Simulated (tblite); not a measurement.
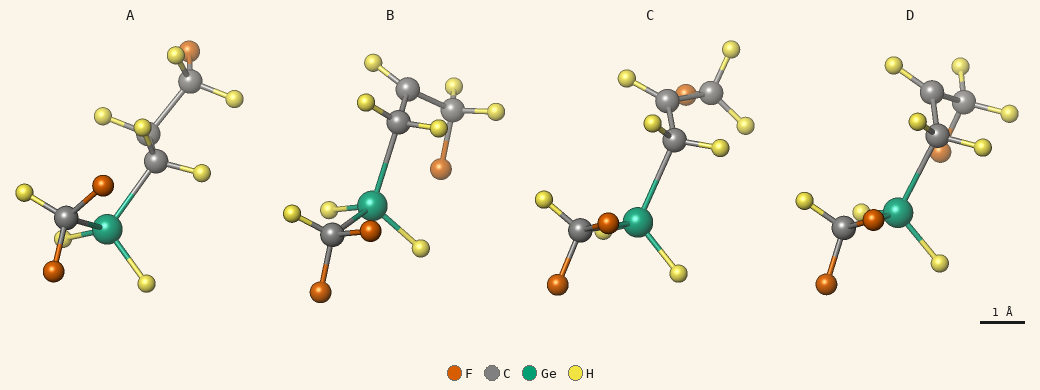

4 geometries from one relaxation of C$_{4}$H$_{8}$F$_{3}$Ge (multiplicity 2), in shuffled order. Style: ball-and-stick. Shown from a free direction.

Theory: tblite, GFN2-xTB geometry optimisation, gas phase. 

**Order the frames from highest to lowest energy.**

A, C, D, B. They are steps 0, 79, 140, 212, at +137.4 kJ/mol, +25.6 kJ/mol, +10.4 kJ/mol relative to the last. After 212 geometry steps the energy has fallen by 137.4 kJ/mol. The largest move after the best rigid fit is that of an F atom, 2.77 Å. Largest moves by element: F 2.77 Å, H 2.24 Å, C 1.24 Å, Ge 0.56 Å. Some distances before and after: C–Ge 1.940 → 2.055 Å, C–C 1.533 → 1.449 Å, C–Ge 1.946 → 2.028 Å, C–C 1.552 → 1.470 Å. Bond angles that change, for instance: C–C–C 102.9° → 117.6°, C–C–H 106.0° → 119.6°, C–C–H 107.3° → 118.5°. Groups turn about C–Ge by about 30°, C–Ge by about 20°. Cost: 1.3 s on 1 thread of Arm Neoverse V2, with other jobs on the host.
